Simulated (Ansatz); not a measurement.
# CH8FGeNSi: two geometries relaxed

Aim: relax the geometries before and after the inversion of the pyramid at N3, and see whether they are two minima and how far apart in energy. SMILES of the start: [CH3][Ge]([NH2])([F])[SiH3].

Program: Ansatz 0.2.0. Level of theory: RHF/def2-SVP. These are calculated values, not measurements.

## 1. The starting structure

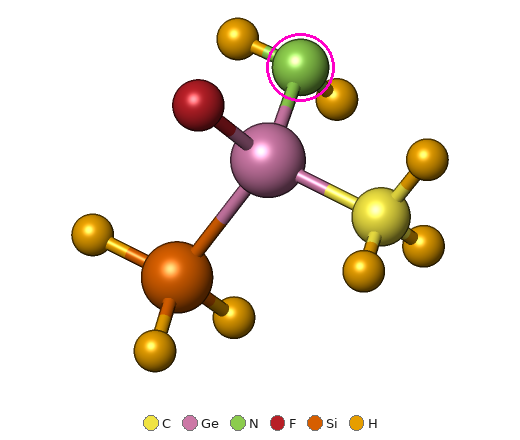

The starting structure, seen from a free direction (carbon yellow, germanium pink, nitrogen green, fluorine red, silicon orange, hydrogen amber). Ringed: N3.

Structure file:

```xyz
13

C    -1.6446    0.7726    0.2028
Ge    0.1831    0.5750   -0.2424
N     1.1960    1.0593    1.2139
F     0.6811    1.5989   -1.6182
Si    0.5726   -1.6481   -0.7853
H    -1.8813    1.8967    0.4434
H    -2.2856    0.5318   -0.6792
H    -1.9177    0.1946    1.0513
H     2.2245    0.8708    1.0140
H     0.9790    0.4039    2.0247
H    -0.2651   -2.0173   -1.9033
H     0.2348   -2.4734    0.4022
H     1.9435   -1.7996   -1.1089
```

## 2. Relaxing end A

Input file input.yaml:

```yaml
crystal:
  periodic: [false, false, false]
  atoms:
    - { symbol: C, position_ang: [-1.6446, 0.7726, 0.2028] }
    - { symbol: Ge, position_ang: [0.1831, 0.575, -0.2424] }
    - { symbol: "N", position_ang: [1.196, 1.0593, 1.2139] }
    - { symbol: F, position_ang: [0.6811, 1.5989, -1.6182] }
    - { symbol: Si, position_ang: [0.5726, -1.6481, -0.7853] }
    - { symbol: H, position_ang: [-1.8813, 1.8967, 0.4434] }
    - { symbol: H, position_ang: [-2.2856, 0.5318, -0.6792] }
    - { symbol: H, position_ang: [-1.9177, 0.1946, 1.0513] }
    - { symbol: H, position_ang: [2.2245, 0.8708, 1.014] }
    - { symbol: H, position_ang: [0.979, 0.4039, 2.0247] }
    - { symbol: H, position_ang: [-0.2651, -2.0173, -1.9033] }
    - { symbol: H, position_ang: [0.2348, -2.4734, 0.4022] }
    - { symbol: H, position_ang: [1.9435, -1.7996, -1.1089] }
basis:
  gaussian: { orbitals: def2-SVP }
hamiltonian:
  xc: hf
relax:
  f_tol: 0.015
  max_steps: 40
```

Command:

```console
ansatz run input.yaml --threads 2 --pin off --max-ram 3072MiB --backend cpu --events-out ev --progress --plain --runs-dir out
```

Standard output, cut to the lines that bear on the results:

```text
Warning: RAYON_NUM_THREADS=2 ignored (pool sized by the plan → 2); use --threads N
[...]
Functional definition: HF
[...]
1409 factors; integrals over basis functions are off by at most 5.5e-4 eV
[...]
mean field -69667.72752112 eV, -2560.2417639194 hartree, gradient 3.0e-5 eV, S^2 0.000000; 0 other end points of the search recorded, 0 dependent functions left out
[...]
reference -69667.72752112 eV, -2560.2417639194 hartree; 38, 38 occupied and 94, 94 virtual orbitals, 1409 factors
relax step   1: F+E_penalty+E_count = -69667.72752112 eV  Δ(F+E_penalty+E_count) = +0.000e0 eV  max|allowed force component| = 3.696e0 eV/Å  Δτ_max = 0.0000 Å  (35 SCF iters, accepted)
[...]
relax step   3: F+E_penalty+E_count = -69668.34214788 eV  Δ(F+E_penalty+E_count) = -6.993e-2 eV  max|allowed force component| = 4.291e-1 eV/Å  Δτ_max = 0.1202 Å  (32 SCF iters, accepted)
[...]
relax step   5: F+E_penalty+E_count = -69668.38218695 eV  Δ(F+E_penalty+E_count) = -3.612e-2 eV  max|allowed force component| = 2.070e-1 eV/Å  Δτ_max = 0.0570 Å  (33 SCF iters, accepted)
[...]
relax step   7: F+E_penalty+E_count = -69668.40876811 eV  Δ(F+E_penalty+E_count) = -1.574e-2 eV  max|allowed force component| = 2.385e-1 eV/Å  Δτ_max = 0.2000 Å  (33 SCF iters, accepted)
[...]
relax step   9: F+E_penalty+E_count = -69668.41663436 eV  Δ(F+E_penalty+E_count) = +1.144e-2 eV  max|allowed force component| = 1.180e0 eV/Å  Δτ_max = 0.1633 Å  (32 SCF iters, rejected (line search))
[...]
relax step  10: F+E_penalty+E_count = -69668.44052624 eV  Δ(F+E_penalty+E_count) = -1.245e-2 eV  max|allowed force component| = 1.898e-1 eV/Å  Δτ_max = 0.0817 Å  (32 SCF iters, accepted)
[...]
relax step  11: F+E_penalty+E_count = -69668.45354425 eV  Δ(F+E_penalty+E_count) = -1.302e-2 eV  max|allowed force component| = 6.337e-1 eV/Å  Δτ_max = 0.0976 Å  (32 SCF iters, accepted)
[...]
1409 factors; integrals over basis functions are off by at most 7.2e-4 eV
```

## 3. The log goes on: end point A relaxed

The log, continued, cut to the lines that bear on the results:

```text
mean field -69668.48591132 eV, -2560.2696342452 hartree, gradient 3.5e-5 eV, S^2 0.000000; 0 other end points of the search recorded, 0 dependent functions left out
[...]
reference -69668.48591132 eV, -2560.2696342452 hartree; 38, 38 occupied and 94, 94 virtual orbitals, 1409 factors
relax step  12: F+E_penalty+E_count = -69668.48591132 eV  Δ(F+E_penalty+E_count) = -3.237e-2 eV  max|allowed force component| = 3.955e-1 eV/Å  Δτ_max = 0.1500 Å  (33 SCF iters, accepted)
[...]
relax step  18: F+E_penalty+E_count = -69668.51982485 eV  Δ(F+E_penalty+E_count) = -1.042e-4 eV  max|allowed force component| = 1.706e-2 eV/Å  Δτ_max = 0.0272 Å  (33 SCF iters, accepted)
[...]
relax step  19: F+E_penalty+E_count = -69668.51985175 eV  Δ(F+E_penalty+E_count) = -2.690e-5 eV  max|allowed force component| = 1.315e-2 eV/Å  Δτ_max = 0.0109 Å  (25 SCF iters, accepted)
[...]
Atom 3 at     0.549251     1.471800    -1.451757 Å, force    -0.002353    -0.004813     0.003655 eV/Å
Atom 4 at     0.633335    -1.806686    -0.920670 Å, force    -0.003431    -0.013148    -0.007028 eV/Å
Atom 5 at    -1.793801     1.876887     0.599631 Å, force     0.001833    -0.001698    -0.001489 eV/Å
Atom 6 at    -2.344187     0.671495    -0.569817 Å, force    -0.000489     0.000345     0.001033 eV/Å
Atom 7 at    -2.069583     0.204987     1.119644 Å, force     0.000264    -0.000765    -0.000238 eV/Å
Atom 8 at     2.172014     0.614597     1.247246 Å, force     0.001004     0.005332     0.000535 eV/Å
Atom 9 at     1.045772     1.692932     1.762514 Å, force     0.004626    -0.005366    -0.001477 eV/Å
Atom 10 at    -0.072597    -2.046312    -2.201544 Å, force     0.004099     0.000429     0.006295 eV/Å
Atom 11 at     0.181196    -2.810281     0.074155 Å, force     0.000131     0.007589    -0.003588 eV/Å
Atom 12 at     2.093954    -1.957301    -1.127208 Å, force    -0.005594     0.006427     0.002984 eV/Å
Dipole moment:    -0.081236    -0.117025     0.380586 e Å
```

Wall time 40 s (2 threads of Intel Xeon Platinum 8488C (Sapphire Rapids), shared host); peak memory 0.35 GiB.

The steps of the relaxation:

| step | energy from step 1 (eV) | largest force component (eV/Å) |
| --- | --- | --- |
| 1 | 0.0000 | 3.6963 |
| 2 | -0.5447 | 1.0539 |
| 3 | -0.6146 | 0.4291 |
| 4 | -0.6185 | 0.8006 |
| 5 | -0.6547 | 0.2070 |
| 6 | -0.6655 | 0.1192 |
| 7 | -0.6812 | 0.2385 |
| 8 | -0.7006 | 0.1966 |
| 9x | -0.6891 | 1.1803 |
| 10 | -0.7130 | 0.1898 |
| 11 | -0.7260 | 0.6337 |
| 12 | -0.7584 | 0.3955 |
| 13x | -0.7399 | 0.6628 |
| 14 | -0.7839 | 0.1208 |
| 15 | -0.7902 | 0.1256 |
| 16 | -0.7920 | 0.0242 |
| 17 | -0.7922 | 0.0165 |
| 18 | -0.7923 | 0.0171 |
| 19 | -0.7923 | 0.0131 |

Step 1 is the start. 2 steps were tried and not accepted (marked x).

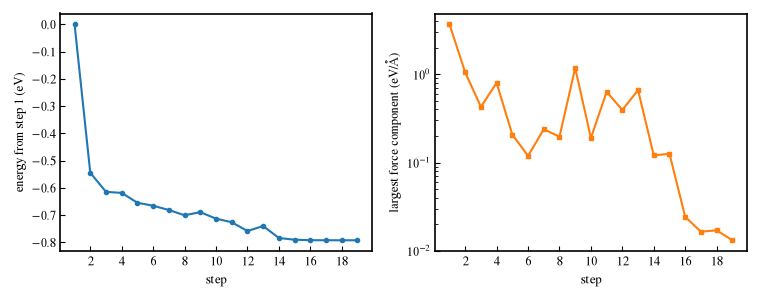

Energy and largest force along the relaxation.

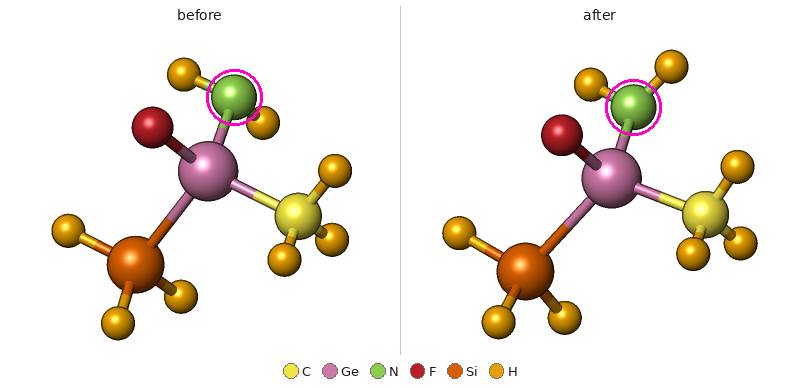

Before and after, at one scale.

After: Bond lengths: C1–Ge2 1.945 Å, Ge2–N3 1.812 Å, Ge2–F4 1.751 Å, Ge2–Si5 2.407 Å, C1–H6 1.092 Å, C1–H7 1.090 Å, C1–H8 1.091 Å, N3–H9 1.003 Å, N3–H10 1.004 Å, Si5–H11 1.482 Å, Si5–H12 1.484 Å, Si5–H13 1.483 Å. Angles (14 of 21 angles, heavy atoms first): C1–Ge2–N3 109.4°, C1–Ge2–F4 104.8°, C1–Ge2–Si5 117.7°, N3–Ge2–F4 109.1°, N3–Ge2–Si5 110.4°, F4–Ge2–Si5 105.0°, Ge2–C1–H6 109.9°, Ge2–C1–H7 110.5°, Ge2–C1–H8 110.7°, Ge2–N3–H9 118.7°, Ge2–N3–H10 118.2°, Ge2–Si5–H11 109.8°, Ge2–Si5–H12 109.7°, Ge2–Si5–H13 109.9°.

## 4. End point B

The second end starts from a geometry with the move made by hand.

Changes to input.yaml since step 2:

```diff
@@ -11,4 +11,4 @@
     - { symbol: H, position_ang: [-1.9177, 0.1946, 1.0513] }
-    - { symbol: H, position_ang: [2.2245, 0.8708, 1.014] }
-    - { symbol: H, position_ang: [0.979, 0.4039, 2.0247] }
+    - { symbol: H, position_ang: [1.80561, 1.89566, 0.96453] }
+    - { symbol: H, position_ang: [0.55549, 1.44007, 1.97468] }
     - { symbol: H, position_ang: [-0.2651, -2.0173, -1.9033] }
```

Command:

```console
ansatz run input.yaml --threads 2 --pin off --max-ram 3072MiB --backend cpu --events-out ev --progress --plain --runs-dir out
```

Standard output, cut to the lines that bear on the results:

```text
Warning: RAYON_NUM_THREADS=2 ignored (pool sized by the plan → 2); use --threads N
[...]
[... 1 set-up line as earlier in the session ...]
[...]
1410 factors; integrals over basis functions are off by at most 5.5e-4 eV
[...]
mean field -69667.78551766 eV, -2560.2438952529 hartree, gradient 1.9e-5 eV, S^2 0.000000; 0 other end points of the search recorded, 0 dependent functions left out
[...]
reference -69667.78551766 eV, -2560.2438952529 hartree; 38, 38 occupied and 94, 94 virtual orbitals, 1410 factors
relax step   1: F+E_penalty+E_count = -69667.78551766 eV  Δ(F+E_penalty+E_count) = +0.000e0 eV  max|allowed force component| = 3.644e0 eV/Å  Δτ_max = 0.0000 Å  (36 SCF iters, accepted)
[...]
relax step   4: F+E_penalty+E_count = -69668.42083355 eV  Δ(F+E_penalty+E_count) = -2.794e-2 eV  max|allowed force component| = 7.366e-1 eV/Å  Δτ_max = 0.1675 Å  (33 SCF iters, accepted)
[...]
Atom 3 at     0.370476     1.556029    -1.567617 Å, force     0.000550    -0.004056     0.002138 eV/Å
Atom 4 at     0.699888    -1.660140    -0.797812 Å, force     0.006567     0.006290    -0.006031 eV/Å
Atom 5 at    -1.990191     1.933514     0.478004 Å, force    -0.000254    -0.000142    -0.000444 eV/Å
Atom 6 at    -2.454136     0.623061    -0.613083 Å, force     0.001574    -0.001508    -0.000336 eV/Å
Atom 7 at    -2.146525     0.281361     1.100338 Å, force     0.002527     0.000630    -0.000937 eV/Å
Atom 8 at     2.056354     1.024088     1.173622 Å, force    -0.002523     0.000950     0.000589 eV/Å
Atom 9 at     0.852552     2.047360     1.618754 Å, force     0.002103    -0.011147    -0.003600 eV/Å
Atom 10 at     0.006647    -2.052194    -2.047253 Å, force     0.001674     0.000074     0.001408 eV/Å
Atom 11 at     0.338970    -2.618149     0.275607 Å, force    -0.002056     0.005826    -0.000159 eV/Å
Atom 12 at     2.166256    -1.703831    -1.011774 Å, force     0.000250    -0.007433    -0.000790 eV/Å
Dipole moment:    -0.072492    -0.095448     0.386128 e Å
```

Run time: 29 s. Hardware: 2 threads of Intel Xeon Platinum 8488C (Sapphire Rapids), shared host; peak memory 0.36 GiB.

Step by step:

| step | energy from step 1 (eV) | largest force component (eV/Å) |
| --- | --- | --- |
| 1 | 0.0000 | 3.6440 |
| 2 | -0.5332 | 1.0469 |
| 3 | -0.6074 | 0.4347 |
| 4 | -0.6353 | 0.7366 |
| 5 | -0.6823 | 0.5205 |
| 6 | -0.7190 | 0.2094 |
| 7 | -0.7272 | 0.1575 |
| 8x | -0.7257 | 0.2543 |
| 9 | -0.7320 | 0.0629 |
| 10x | -0.7312 | 0.1466 |
| 11 | -0.7340 | 0.0197 |
| 12x | -0.7285 | 0.3911 |
| 13 | -0.7343 | 0.0091 |
| 14 | -0.7343 | 0.0111 |

Step 1 is the start. 3 steps were tried and not accepted (marked x).

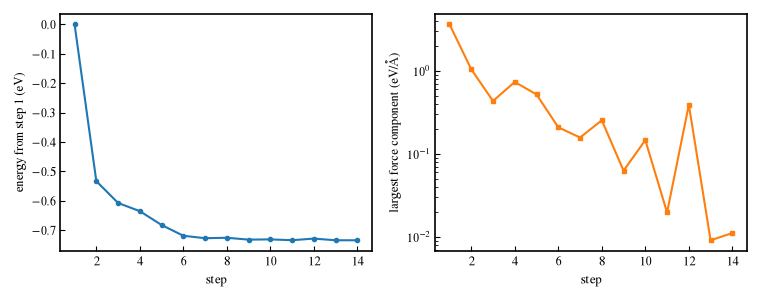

How energy and force went from step to step.

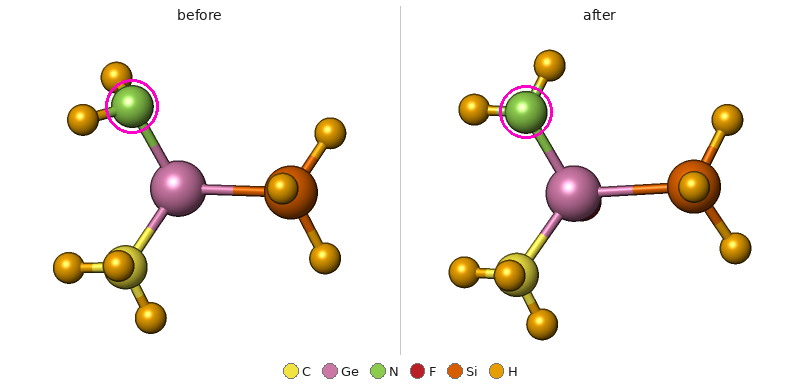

Before and after, at one scale.

After: Bond lengths: C1–Ge2 1.945 Å, Ge2–N3 1.812 Å, Ge2–F4 1.751 Å, Ge2–Si5 2.407 Å, C1–H6 1.092 Å, C1–H7 1.090 Å, C1–H8 1.091 Å, N3–H9 1.003 Å, N3–H10 1.004 Å, Si5–H11 1.482 Å, Si5–H12 1.483 Å, Si5–H13 1.483 Å. Angles (14 of 21 angles, heavy atoms first): C1–Ge2–N3 109.3°, C1–Ge2–F4 104.8°, C1–Ge2–Si5 117.8°, N3–Ge2–F4 109.1°, N3–Ge2–Si5 110.3°, F4–Ge2–Si5 105.0°, Ge2–C1–H6 109.9°, Ge2–C1–H7 110.5°, Ge2–C1–H8 110.7°, Ge2–N3–H9 118.6°, Ge2–N3–H10 118.1°, Ge2–Si5–H11 109.9°, Ge2–Si5–H12 109.8°, Ge2–Si5–H13 109.5°.

## 5. What came out

| quantity | value |
| --- | --- |
| end A | 16 moves, 0.792 eV lower |
| end B | 10 moves, 0.734 eV lower |
| largest difference between the ends | 0.02 Å |
| end B relative to end A | +0.000 eV |

In words: The two relaxations end at one structure, within 0.02 Å: no second minimum was found from this start, which doesn't rule one out.
